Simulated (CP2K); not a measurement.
# PM6 run of CH4AlFS (SMILES [CH3][Al]([F])[SH])

Aim: the energy difference between two shapes of CH4AlFS at PM6, from 2 runs. 

The results are computed with CP2K 2026.2.

6 further runs of the same task are left out: 2 that didn't finish, 4 set aside as unsound or not needed.

### Step 1. The molecule

CH4AlFS has 8 atoms, charge 0, and is taken as a singlet. As SMILES, `[CH3][Al]([F])[SH]`. Geometry: relaxed at PBE0-D4/def2-TZVP. This is one conformer, not always the lowest.

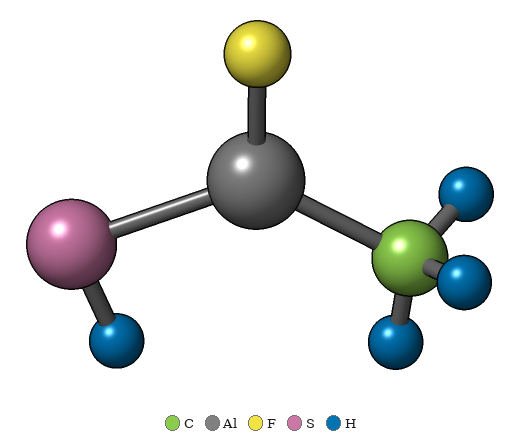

The structure, seen from a chosen angle (carbon green, aluminium grey, fluorine yellow, sulfur pink, hydrogen blue).

### Step 2. Energy and forces at PM6

job.inp reads:

```
&GLOBAL
    PROJECT_NAME job
    RUN_TYPE ENERGY_FORCE
    PRINT_LEVEL MEDIUM
&END GLOBAL
&FORCE_EVAL
    METHOD QS
    &DFT
        # Quickstep
        &QS
            METHOD PM6
            EPS_DEFAULT 1.0E-10
            &SE
                &COULOMB
                    CUTOFF [angstrom] 50
                    RC_RANGE [angstrom] 0
                &END COULOMB
                &EXCHANGE
                    CUTOFF [angstrom] 50
                    RC_RANGE [angstrom] 0
                &END EXCHANGE
            &END SE
        &END QS
        # isolated system
        &POISSON
            PERIODIC NONE
            POISSON_SOLVER ANALYTIC
        &END POISSON
        # self-consistent field
        &SCF
            SCF_GUESS ATOMIC
            EPS_SCF 1.0E-07
            MAX_SCF 150
            ADDED_MOS 4
            &DIAGONALIZATION
                ALGORITHM STANDARD
            &END DIAGONALIZATION
            &MIXING
                METHOD DIRECT_P_MIXING
                ALPHA 0.4
            &END MIXING
        &END SCF
        # extra output
        &PRINT
            &MOMENTS
                PERIODIC F
                REFERENCE COM
                MAX_MOMENT 1
            &END MOMENTS
            &MO ON
                ENERGIES T
                OCCUPATION_NUMBERS T
                NDIGITS 6
                &EACH
                    QS_SCF 0
                &END EACH
                ADD_LAST NUMERIC
            &END MO
            &HIRSHFELD OFF
            &END HIRSHFELD
        &END PRINT
    &END DFT
    &SUBSYS
        # vacuum box
        &CELL
            ABC 15.8 16.3 13.8
            PERIODIC NONE
        &END CELL
        &COORD
            UNIT bohr
            C     -0.3114269     2.1631695    -0.0572587
            Al     1.3277216    -1.1034111    -0.1099821
            F      4.4244158    -1.2927616    -0.4198971
            S     -0.5591700    -4.7434015     0.2150508
            H     -2.3629135     2.0169047     0.1063916
            H      0.3800239     3.2915250     1.5308671
            H      0.1235881     3.2183926    -1.7805000
            H     -2.8480062    -3.6581318     0.4096926
        &END COORD
        &TOPOLOGY
            &CENTER_COORDINATES
            &END CENTER_COORDINATES
        &END TOPOLOGY
    &END SUBSYS
    # extra output
    &PRINT
        &FORCES ON
        &END FORCES
    &END PRINT
&END FORCE_EVAL
```

Run with:

```bash
$ OMP_NUM_THREADS=1 cp2k.psmp -i job.inp > job.out 2>&1
```

What it wrote:

```text
CP2K| version string:                                       CP2K version 2026.2
[...]
 GLOBAL| Method name                                                        CP2K
[...]
 GLOBAL| Run type                                                   ENERGY_FORCE
[...]
                             - Atoms:                                          8
[...]
                             - Spherical basis functions:                     30
[...]
 Number of electrons:                                                         24
[...]
     1 P_Mix/Diag. 0.40E+00    0.0     0.81806474       -27.2953842701 -2.73E+01
[...]
    26 DIIS/Diag.  0.16E-06    0.0     0.00000005       -32.2393515499 -1.14E-13
  *** SCF run converged in    26 steps ***
  Core-core repulsion energy [eV]:                           1141.90936620923230
  Core Hamiltonian energy [eV]:                             -1454.06686990122626
  Two-electron integral energy [eV]:                        -1130.23973323678592
  Electronic energy [eV]:                                   -2019.18673651961922
  Total energy [eV]:                                         -877.27737031038703
  Atomic reference energy [eV]:                               871.74549373705599
  Heat of formation [kcal/mol]:                              -127.56811442665777
[...]
 SE_DIPOLE| Moment [Debye]          2.37381069      -2.17931470      -0.16701792
 SE_DIPOLE| Derivative [a.u.]       0.00000000       0.00000000       0.00000000
 ENERGY| Total FORCE_EVAL ( QS ) energy [hartree]            -32.239351549885129
 FORCES| Atomic forces [hartree/bohr]
 FORCES|   Atom     x               y               z               |f|
 FORCES|      1 -8.25545842E-04  2.74019807E-04  1.86982682E-04   8.89705184E-04
 FORCES|      2  9.15968245E-03 -3.39482248E-03 -8.17621708E-04   9.80270919E-03
 FORCES|      3 -1.27039158E-02  8.46066940E-04  1.26151234E-03   1.27944018E-02
 FORCES|      4  1.15888835E-02  9.58268113E-03 -1.54189052E-03   1.51164621E-02
 FORCES|      5  8.54442195E-04 -2.79880208E-03 -5.18624787E-05   2.92678224E-03
 FORCES|      6  1.62460237E-03 -1.77112328E-03  1.00268597E-03   2.60414855E-03
 FORCES|      7  1.44523897E-03 -1.84570091E-03 -1.21518512E-03   2.64045496E-03
 FORCES|      8 -1.11433879E-02 -8.92319131E-04  1.17537884E-03   1.12406781E-02
 FORCES| Sum     2.75821033E-16 -2.84494650E-16 -1.35308431E-16
 FORCES| Total atomic force                                       4.18715679E-16
[...]
```

Wall time 0.8 s (1 thread of Intel Xeon 6975P-C (Granite Rapids), shared host); peak memory 0.19 GiB.

### Step 3. The distorted shape

run.inp reads:

```
&GLOBAL
   PROJECT run
   RUN_TYPE ENERGY_FORCE
   PRINT_LEVEL MEDIUM
&END GLOBAL

&FORCE_EVAL
   METHOD QS
   &DFT
      &QS
         METHOD PM6
         EPS_DEFAULT 1.0E-10
         &SE
            &COULOMB
               CUTOFF [angstrom] 50
               RC_RANGE [angstrom] 0
            &END COULOMB
            &EXCHANGE
               CUTOFF [angstrom] 50
               RC_RANGE [angstrom] 0
            &END EXCHANGE
         &END SE
      &END QS
      &POISSON
         PERIODIC NONE
         POISSON_SOLVER ANALYTIC
      &END POISSON
      &SCF
         SCF_GUESS ATOMIC
         EPS_SCF 1.0E-07
         MAX_SCF 150
         ADDED_MOS 4
         &DIAGONALIZATION
            ALGORITHM STANDARD
         &END DIAGONALIZATION
         &MIXING
            METHOD DIRECT_P_MIXING
            ALPHA 0.4
         &END MIXING
      &END SCF
      &PRINT
         &MOMENTS
            PERIODIC F
            REFERENCE COM
            MAX_MOMENT 1
         &END MOMENTS
         &MO ON
            ENERGIES T
            OCCUPATION_NUMBERS T
            NDIGITS 6
            &EACH
               QS_SCF 0
            &END EACH
            ADD_LAST NUMERIC
         &END MO
         &HIRSHFELD OFF
         &END HIRSHFELD
      &END PRINT
   &END DFT
   &SUBSYS
      &CELL
         ABC 15.8 16.3 13.7
         PERIODIC NONE
      &END CELL
      &COORD
         UNIT bohr
         C     -0.3554575     2.1784971    -0.0772255
         Al     1.3654726    -1.1324524     0.0980125
         F      4.4262866    -1.3988735    -0.3943235
         S     -0.6290029    -4.7556867     0.3782778
         H     -2.3156761     2.0490905    -0.0599497
         H      0.4651429     3.2902003     1.3553399
         H      0.0361486     3.1839277    -1.7935315
         H     -2.8195715    -3.6374790     0.3785386
      &END COORD
      &TOPOLOGY
         &CENTER_COORDINATES
         &END CENTER_COORDINATES
      &END TOPOLOGY
   &END SUBSYS
   &PRINT
      &FORCES ON
      &END FORCES
   &END PRINT
&END FORCE_EVAL
```

Run with:

```bash
$ OMP_NUM_THREADS=1 cp2k.psmp -i run.inp > run.out 2>&1
```

What it wrote:

```text
CP2K| version string:                                       CP2K version 2026.2
[...]
 GLOBAL| Method name                                                        CP2K
[...]
 GLOBAL| Run type                                                   ENERGY_FORCE
[...]
                             - Atoms:                                          8
[...]
                             - Spherical basis functions:                     30
[...]
 Number of electrons:                                                         24
[...]
     1 P_Mix/Diag. 0.40E+00    0.0     0.81270305       -27.2463621642 -2.72E+01
[...]
    26 DIIS/Diag.  0.28E-06    0.0     0.00000007       -32.2311826724 -3.41E-13
  *** SCF run converged in    26 steps ***
  Core-core repulsion energy [eV]:                           1142.48734371136766
  Core Hamiltonian energy [eV]:                             -1454.30161518095179
  Two-electron integral energy [eV]:                        -1130.48162476058997
  Electronic energy [eV]:                                   -2019.54242756124654
  Total energy [eV]:                                         -877.05508384987911
  Atomic reference energy [eV]:                               871.74549373705599
  Heat of formation [kcal/mol]:                              -122.44206646559628
[...]
 SE_DIPOLE| Moment [Debye]          1.91556942      -2.16136783      -0.37641248
 SE_DIPOLE| Derivative [a.u.]       0.00000000       0.00000000       0.00000000
 ENERGY| Total FORCE_EVAL ( QS ) energy [hartree]            -32.231182672415308
 FORCES| Atomic forces [hartree/bohr]
 FORCES|   Atom     x               y               z               |f|
 FORCES|      1  2.82140880E-02 -2.69240689E-02 -7.82225252E-03   3.97759712E-02
 FORCES|      2 -5.20429716E-03  3.25375309E-03 -1.23910022E-02   1.38278181E-02
 FORCES|      3 -1.21044107E-02  2.51291413E-03  4.73904377E-03   1.32397142E-02
 FORCES|      4  3.68943247E-02  4.61944568E-03  3.16410566E-04   3.71837409E-02
 FORCES|      5 -2.50978386E-02 -5.97978920E-03  8.86734419E-03   2.72816637E-02
 FORCES|      6  2.35631221E-03  1.26238152E-02  1.99194744E-02   2.37001768E-02
 FORCES|      7  8.57630454E-03  2.64616379E-04 -1.44176369E-02   1.67777017E-02
 FORCES|      8 -3.36344830E-02  9.62931356E-03  7.88618687E-04   3.49946288E-02
 FORCES| Sum     4.71844785E-16  2.15105711E-16 -1.61329283E-16
 FORCES| Total atomic force                                       5.43079282E-16
[...]
```

Wall time 0.87 s (1 thread of Intel Xeon 6975P-C (Granite Rapids), shared host); peak memory 0.19 GiB.

### Step 4. What came out

At PM6:

| quantity | value |
| --- | --- |
| first shape: total energy | -32.23935 Eh |
| first shape: dipole moment | 3.23 D |
| first shape: HOMO energy | -9.61 eV |
| first shape: LUMO energy | 0.73 eV |
| first shape: HOMO–LUMO gap | 10.34 eV |
| first shape: heat of formation at this unrelaxed shape | -127.6 kcal/mol |
| first shape: largest force on an atom | 0.777 eV/Å |
| distorted shape: total energy | -32.23118 Eh |
| distorted shape: dipole moment | 2.91 D |
| distorted shape: HOMO energy | -9.58 eV |
| distorted shape: LUMO energy | 0.72 eV |
| distorted shape: HOMO–LUMO gap | 10.30 eV |
| distorted shape: heat of formation at this unrelaxed shape | -122.4 kcal/mol |
| distorted shape: largest force on an atom | 2.045 eV/Å |
| energy change with the atoms displaced | 0.222 eV |

What this shows: With the atoms displaced the energy rises by 0.22 eV (5.1 kcal/mol). The first shape isn't relaxed at this level, so the change isn't measured from a minimum. The largest force (first shape) is 0.78 eV/Å: the shape isn't a stationary point for this species at this level.
